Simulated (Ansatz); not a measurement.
## Molecular dynamics, with input and output: CH3LiN (part 2 of 2)

Continued. System: CH3LiN, multiplicity 2, SMILES [Li][N]C. Method: UKS PBE0-D4/def2-SVP (Ansatz 0.2.0). 

Geometry of the input (Å):
```
Li -2.4204  -0.1287  -0.7106
N  -0.8183  -0.0437  -0.2422
C  0.5186  0.0276  0.1523
H  1.1904  -0.3840  -0.6184
H  0.6980  -0.5398  1.0814
H  0.8317  1.0687  0.3375
```

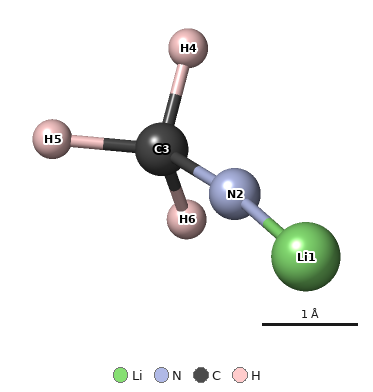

Figure 1. The geometry at step 13 of the log (ball-and-stick view, seen at an oblique angle; atoms are numbered from 1 in the order of the input).

Log, continued
```
md step    52: t =    26.00 fs  T =   510.0 K  F+E_penalty+E_count = -2772.76333366 eV  E_kin = 0.263700 eV  conserved = -2772.49963347 eV  (50 SCF iters, 3 dispersion substeps)
md step    53: t =    26.50 fs  T =   462.6 K  F+E_penalty+E_count = -2772.73874784 eV  E_kin = 0.239202 eV  conserved = -2772.49954576 eV  (51 SCF iters, 3 dispersion substeps)
md step    54: t =    27.00 fs  T =   408.6 K  F+E_penalty+E_count = -2772.71068620 eV  E_kin = 0.211273 eV  conserved = -2772.49941370 eV  (50 SCF iters, 3 dispersion substeps)
md step    55: t =    27.50 fs  T =   351.8 K  F+E_penalty+E_count = -2772.68116425 eV  E_kin = 0.181904 eV  conserved = -2772.49926041 eV  (48 SCF iters, 3 dispersion substeps)
md step    56: t =    28.00 fs  T =   296.7 K  F+E_penalty+E_count = -2772.65253437 eV  E_kin = 0.153421 eV  conserved = -2772.49911381 eV  (43 SCF iters, 3 dispersion substeps)
md step    57: t =    28.50 fs  T =   247.7 K  F+E_penalty+E_count = -2772.62706219 eV  E_kin = 0.128065 eV  conserved = -2772.49899707 eV  (53 SCF iters, 3 dispersion substeps)
md step    58: t =    29.00 fs  T =   208.2 K  F+E_penalty+E_count = -2772.60657011 eV  E_kin = 0.107648 eV  conserved = -2772.49892238 eV  (51 SCF iters, 3 dispersion substeps)
md step    59: t =    29.50 fs  T =   180.6 K  F+E_penalty+E_count = -2772.59224355 eV  E_kin = 0.093354 eV  conserved = -2772.49888992 eV  (64 SCF iters, 3 dispersion substeps)
these checks for a lower state are left out or cut short: starts, cluster_reference, orbital_swaps, neighbouring_geometries, increment
630 factors; integrals over basis functions are off by at most 3.1e-4 eV
mean field -2772.53070445 eV, -101.8886240996 hartree, gradient 6.5e-7 eV, S^2 0.756009; 0 other end points of the search recorded, 0 dependent functions left out
the calculation of the forces begins
reference -2772.53074833 eV, -101.8886257121 hartree; 10, 9 occupied and 42, 43 virtual orbitals, 630 factors
630 factors; integrals over basis functions are off by at most 3.1e-4 eV
mean field evaluation 768: about -2772.5093 eV, gradient 8.7e-2 eV
mean field evaluation 800: about -2772.3489 eV, gradient 3.0e0 eV
mean field -2772.53070445 eV, -101.8886240996 hartree, gradient 6.5e-7 eV, S^2 0.756009; 3 other end points of the search recorded, 0 dependent functions left out
the calculation of the forces begins
reference -2772.53074833 eV, -101.8886257121 hartree; 10, 9 occupied and 42, 43 virtual orbitals, 630 factors
md step    60: t =    30.00 fs  T =   165.8 K  F+E_penalty+E_count = -2772.58461977 eV  E_kin = 0.085729 eV  conserved = -2772.49889086 eV  (72 SCF iters, 3 dispersion substeps)
Total energy: -2772.58466365 eV, -101.8906070636 hartree
Atom 0 at    -2.469598    -0.041136    -0.580126 Å, force    -0.023344    -0.096251    -0.114029 eV/Å
Atom 1 at    -0.797115    -0.142206    -0.359010 Å, force     1.673402     0.628589     0.610073 eV/Å
Atom 2 at     0.528278     0.094914     0.163393 Å, force    -2.044997    -1.967437     1.435425 eV/Å
Atom 3 at     1.352684    -0.476262    -0.321259 Å, force     0.231576     0.960403    -0.572891 eV/Å
Atom 4 at     0.582683    -0.533879     1.138484 Å, force    -0.368334     0.649490    -0.624419 eV/Å
Atom 5 at     0.713679     1.118804     0.575481 Å, force     0.531696    -0.174794    -0.734158 eV/Å
Dipole moment:    -0.920104     0.051402    -0.048920 e Å
```

Trajectory as extended XYZ (Å, eV, eV/Å), 15 of the 61 frames kept, from step=0 to step=60
```
6
Properties=species:S:1:pos:R:3:forces:R:3 step=0 time_fs=0.0 energy=-2772.85956 temperature=700.0
Li   -2.4204   -0.1287   -0.7106   -0.1588  -0.0122  -0.0592
N    -0.8183   -0.0437   -0.2422   -0.0822  -0.1152  -0.3657
C     0.5186    0.0276    0.1523   -0.8728   0.1468   0.3687
H     1.1904   -0.3840   -0.6184    0.1715  -0.0958  -0.2223
H     0.6980   -0.5398    1.0814    0.4728  -0.2341   0.2779
H     0.8317    1.0687    0.3375    0.4695   0.3104   0.0006
6
Properties=species:S:1:pos:R:3:forces:R:3 step=4 time_fs=2.0 energy=-2772.82773 temperature=634.5
Li   -2.4130   -0.1216   -0.6961   -0.5426  -0.0154  -0.1786
N    -0.8258   -0.0452   -0.2609    0.9108  -0.0376   0.4714
C     0.5212    0.0250    0.1629   -0.8824  -0.1625  -0.4498
H     1.1919   -0.4265   -0.6049    0.2182   0.5734  -0.1016
H     0.7920   -0.5253    1.0809   -0.0963  -0.1128   0.5411
H     0.7583    1.0997    0.3573    0.3922  -0.2452  -0.2825
6
Properties=species:S:1:pos:R:3:forces:R:3 step=9 time_fs=4.5 energy=-2772.67799 temperature=346.1
Li   -2.4082   -0.1129   -0.6795   -0.9265  -0.0256  -0.2878
N    -0.8314   -0.0474   -0.2823    1.8440  -0.3195   1.1934
C     0.5206    0.0210    0.1744   -0.5641  -0.1715  -0.5230
H     1.2044   -0.4476   -0.5929    0.0029   0.9636   0.0517
H     0.9010   -0.5108    1.1052   -0.9373   0.2109  -0.0272
H     0.6882    1.1239    0.3667    0.5811  -0.6578  -0.4071
6
Properties=species:S:1:pos:R:3:forces:R:3 step=13 time_fs=6.5 energy=-2772.61130 temperature=217.6
Li   -2.4099   -0.1060   -0.6679   -1.0186  -0.0246  -0.3094
N    -0.8304   -0.0501   -0.2958    2.0322  -0.4701   1.4667
C     0.5180    0.0172    0.1817   -0.3830  -0.2707  -0.4922
H     1.2157   -0.4251   -0.5820    0.0388   0.8663  -0.0257
H     0.9510   -0.4918    1.1259   -1.3320   0.2788  -0.3311
H     0.6564    1.1175    0.3575    0.6626  -0.3797  -0.3082
6
Properties=species:S:1:pos:R:3:forces:R:3 step=17 time_fs=8.5 energy=-2772.65484 temperature=301.2
Li   -2.4172   -0.0993   -0.6580   -0.8681  -0.0181  -0.2709
N    -0.8240   -0.0540   -0.3054    1.7051  -0.5555   1.4527
C     0.5141    0.0126    0.1873   -0.4028  -0.2038  -0.6582
H     1.2290   -0.3703   -0.5725    0.2270   0.4777  -0.2119
H     0.9514   -0.4630    1.1352   -1.2906   0.0494  -0.2138
H     0.6497    1.0977    0.3368    0.6294   0.2503  -0.0978
6
Properties=species:S:1:pos:R:3:forces:R:3 step=21 time_fs=10.5 energy=-2772.74411 temperature=473.2
Li   -2.4292   -0.0926   -0.6496   -0.5301  -0.0132  -0.1937
N    -0.8129   -0.0595   -0.3111    1.0306  -0.5548   1.1919
C     0.5090    0.0074    0.1907   -0.4031   0.3539  -1.1609
H     1.2507   -0.2974   -0.5705    0.3049   0.0114  -0.2127
H     0.9036   -0.4329    1.1374   -0.8356  -0.3628   0.2655
H     0.6666    1.0865    0.3123    0.4333   0.5654   0.1098
6
Properties=species:S:1:pos:R:3:forces:R:3 step=26 time_fs=13.0 energy=-2772.79909 temperature=579.3
Li   -2.4481   -0.0845   -0.6406   -0.0131  -0.0183  -0.0853
N    -0.7954   -0.0684   -0.3137   -0.0050  -0.4155   0.6020
C     0.5009    0.0030    0.1896    0.1471   1.4325  -1.5568
H     1.2921   -0.2072   -0.5766    0.0173  -0.4823   0.2219
H     0.8020   -0.4155    1.1556   -0.1390  -0.5957   0.5205
H     0.7089    1.0989    0.2881   -0.0073   0.0792   0.2976
6
Properties=species:S:1:pos:R:3:forces:R:3 step=30 time_fs=15.0 energy=-2772.75726 temperature=498.5
Li   -2.4635   -0.0781   -0.6339    0.3596  -0.0308  -0.0145
N    -0.7812   -0.0768   -0.3139   -0.8508  -0.2292  -0.0019
C     0.4949    0.0043    0.1834    0.8238   1.6438  -0.6970
H     1.3271   -0.1543   -0.5737   -0.2341  -0.7878   0.5013
H     0.7122   -0.4253    1.1896    0.2466  -0.2554  -0.1872
H     0.7439    1.1140    0.2809   -0.3450  -0.3407   0.3993
6
Properties=species:S:1:pos:R:3:forces:R:3 step=34 time_fs=17.0 energy=-2772.67110 temperature=332.8
Li   -2.4769   -0.0718   -0.6274    0.6403  -0.0468   0.0324
N    -0.7693   -0.0859   -0.3140   -1.6246  -0.0331  -0.5958
C     0.4915    0.0106    0.1751    1.1805   1.2455   0.5617
H     1.3537   -0.1311   -0.5527   -0.2611  -0.9710   0.4493
H     0.6319   -0.4447    1.2165    0.6050   0.1648  -0.8932
H     0.7661    1.1174    0.2889   -0.5400  -0.3594   0.4457
6
Properties=species:S:1:pos:R:3:forces:R:3 step=39 time_fs=19.5 energy=-2772.65852 temperature=308.7
Li   -2.4887   -0.0644   -0.6189    0.8289  -0.0677   0.0593
N    -0.7609   -0.0973   -0.3166   -2.2657   0.1160  -1.0291
C     0.4924    0.0239    0.1674    1.1524   0.5202   1.2400
H     1.3746   -0.1540   -0.5044   -0.0298  -0.9754   0.0757
H     0.5647   -0.4603    1.2044    0.8309   0.3070  -0.8012
H     0.7653    1.1052    0.3227   -0.5168   0.0999   0.4554
6
Properties=species:S:1:pos:R:3:forces:R:3 step=43 time_fs=21.5 energy=-2772.74731 temperature=479.5
Li   -2.4930   -0.0588   -0.6118    0.8360  -0.0846   0.0593
N    -0.7610   -0.1062   -0.3217   -2.1878  -0.0037  -0.9101
C     0.4973    0.0367    0.1652    0.9442   0.3892   0.5161
H     1.3888   -0.2139   -0.4610    0.0070  -0.7273  -0.1173
H     0.5450   -0.4609    1.1613    0.6014  -0.0218   0.0262
H     0.7430    1.0981    0.3694   -0.2009   0.4482   0.4259
6
Properties=species:S:1:pos:R:3:forces:R:3 step=47 time_fs=23.5 energy=-2772.80860 temperature=597.5
Li   -2.4927   -0.0538   -0.6043    0.7390  -0.0971   0.0350
N    -0.7669   -0.1150   -0.3292   -1.4134  -0.0592  -0.5898
C     0.5051    0.0508    0.1647    0.4475   0.4442  -0.3907
H     1.4021   -0.3002   -0.4213   -0.2800  -0.0789  -0.0863
H     0.5483   -0.4629    1.1197    0.2919  -0.4868   0.9267
H     0.7134    1.1065    0.4313    0.2150   0.2778   0.1051
6
Properties=species:S:1:pos:R:3:forces:R:3 step=51 time_fs=25.5 energy=-2772.78310 temperature=548.2
Li   -2.4884   -0.0493   -0.5967    0.5521  -0.1025  -0.0065
N    -0.7766   -0.1240   -0.3383   -0.2868   0.0920  -0.1740
C     0.5144    0.0662    0.1632   -0.2418  -0.0777  -0.1284
H     1.4050   -0.3893   -0.3850   -0.5044   0.6715  -0.0584
H     0.5627   -0.4815    1.1100    0.0014  -0.3372   0.7391
H     0.6915    1.1243    0.4968    0.4795  -0.2461  -0.3718
6
Properties=species:S:1:pos:R:3:forces:R:3 step=56 time_fs=28.0 energy=-2772.65253 temperature=296.7
Li   -2.4789   -0.0444   -0.5873    0.2371  -0.1012  -0.0677
N    -0.7896   -0.1347   -0.3503    1.0147   0.3904   0.3290
C     0.5245    0.0845    0.1614   -1.2628  -1.2963   1.0611
H     1.3831   -0.4635   -0.3438   -0.3018   1.1429  -0.2451
H     0.5799   -0.5184    1.1309   -0.2820   0.3991  -0.3222
H     0.6899    1.1329    0.5576    0.5948  -0.5348  -0.7551
6
Properties=species:S:1:pos:R:3:forces:R:3 step=60 time_fs=30.0 energy=-2772.58462 temperature=165.8
Li   -2.4696   -0.0411   -0.5801   -0.0233  -0.0963  -0.1140
N    -0.7971   -0.1422   -0.3590    1.6734   0.6286   0.6101
C     0.5283    0.0949    0.1634   -2.0450  -1.9674   1.4354
H     1.3527   -0.4763   -0.3213    0.2316   0.9604  -0.5729
H     0.5827   -0.5339    1.1385   -0.3683   0.6495  -0.6244
H     0.7137    1.1188    0.5755    0.5317  -0.1748  -0.7342
```

Summary

```tsv
quantity	value
outcome	finished
mean temperature over the second half	406 K
trajectory	60 steps, 30 fs
ensemble	nve
temperature in the input	700 K
time step	0.5 fs
potential energy (last step)	−2772.5847 eV
mean-field energy (last step)	−2772.5307 eV
dispersion energy (last step)	−0.0539 eV
⟨S²⟩ (last step)	0.756
SCF solution under orbital rotations (last step)	stable
largest force (length of the vector) (last step)	3.180 eV/Å
dipole moment (last step)	4.43 D
hardware	1 CPU thread, shared host
wall time	3.4 min
peak memory	0.18 GiB
```

Notes

So short a trajectory is not equilibrated.
